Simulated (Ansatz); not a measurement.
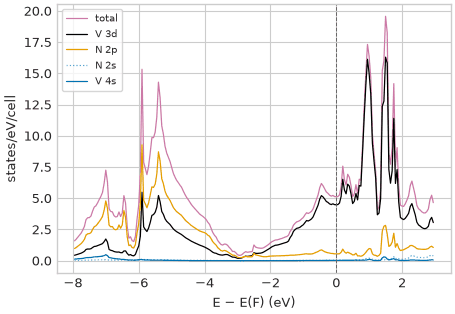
Fig. 1. Total and projected density of states of VN in space group P-43m (No. 215; V on 4e, N on 4e), PBE in the plane-wave PAW code Ansatz

**Question.** Which orbitals carry the states next to the Fermi level?

**Answer.** Within 0.5 eV of the Fermi level: V 3d 87 %, N 2p 11 %. Projections are on Löwdin-orthogonalised atomic valence shells; empty p or d shells of many metals are not among them.

**Question.** Where is the tallest occupied peak in this window, and what makes it?

**Answer.** Near -5.9 eV, about 15 states/eV per cell; the largest projected share is N 2p.

The start of the workflow was typed in or built on a structure type; neither database checked (COD, Materials Project) lists it. It is not the phase usual at ambient conditions (space group No. 225). The PBE relaxation kept the symmetry of its start; whether a distortion lowers the energy is not shown. The workflow began spin-polarised and lost its moments.

Potentials: the later of the program's two PAW sets.
